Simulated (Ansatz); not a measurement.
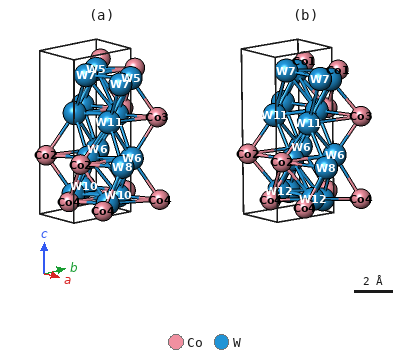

The structure of solid CoW2 (a generated structure, set up in P1) (coarse preliminary run) before (left) and after (right) a relaxation, at one scale.

Style: ball-and-stick. Shown: the cell of the calculation, repeated 2 × 1 × 1 with one cell outlined, slightly off an axis.

Method: DFT PBE, scalar-relativistic, plane waves, PAW in Ansatz.

Input file:
```yaml
crystal:
  lattice:
    - [0.0439299525, 4.5216155371, -0.0016296196]
    - [4.2467485547, -2.2198461338, -0.0865716788]
    - [0.1803003524, 0.0031351265, -8.7548929584]
  atoms:
    - { symbol: Co, position: [0.1536816056, -0.019221344, 0.8897994342] }
    - { symbol: Co, position: [0.1672393467, 0.0152305301, 0.3674274059] }
    - { symbol: Co, position: [0.808806006, -0.0168886597, 0.6255947733] }
    - { symbol: Co, position: [0.84791625, 0.0036678516, 0.120865647] }
    - { symbol: W, position: [0.5276745953, 0.6795930091, 0.8701162384] }
    - { symbol: W, position: [0.5413871304, 0.6929262751, 0.3786963498] }
    - { symbol: W, position: [0.8412420583, 0.3084808358, 0.8753098308] }
    - { symbol: W, position: [0.8715654789, 0.3273490049, 0.3708766048] }
    - { symbol: W, position: [0.135184171, 0.6782670252, 0.6252277261] }
    - { symbol: W, position: [0.1593256358, 0.6874206843, 0.1296681268] }
    - { symbol: W, position: [0.4771743271, 0.3300653949, 0.6213589675] }
    - { symbol: W, position: [0.4688033948, 0.3131093927, 0.1250588954] }
basis:
  ecutwfc: 420
kpoints:
  mp_grid: { grid: [6, 6, 4] }
hamiltonian:
  xc: pbe
scf:
  occupations: { method: gaussian, width: 0.2 }
  lower_state_search: "off"
output:
  forces: true
  stress: true
  eigenvalues: true
relax:
  adjacent_minimum: "off"
  f_tol: 0.025
  max_steps: 60
  cell: { stress_tol: 0.25 }
```

Command:
```bash
ansatz run input.yaml --threads 4 --pin off --max-ram 8192MiB --backend cpu --events-out ev --progress --plain --runs-dir out
```

**What changed between the two?**

The run was cut off at its time limit before the relaxation converged, so the last structure is only a point on the way. The atom that moves furthest relative to the cell is W12 (0.25 Å along [0 2 1]). Largest moves by element: W 0.25 Å, Co 0.18 Å. The volume changes by +2.6 %, with a 4.522 → 4.581 Å (+1.3 %), b 4.793 → 4.849 Å (+1.2 %), c 8.757 → 8.874 Å (+1.3 %), α 87.9° → 90.6°, β 89.9° → 88.6°, γ 117.0° → 118.4°. Among the contacts that change: W6–W10 2.777 → 3.106 Å, W7–W11 2.795 → 3.108 Å, Co1–W12 2.644 → 2.891 Å, Co3–W11 2.791 → 3.035 Å. Within 0.06 Å the space group is P1 at the start and C2/c at the end; at a tighter tolerance small leftover displacements or strains of the cell lower it. Over 5 accepted moves (6 points after the start) the energy falls by 65.9 meV per atom. The largest force component goes from 1.1 to 0.096 eV/Å. Pressure: 7.87 GPa at the start and −0.32 GPa at the end. The line search rejected the trial step at point 5 of the run.

Limits of the set-up: an element that often carries a moment was run without spin polarisation.
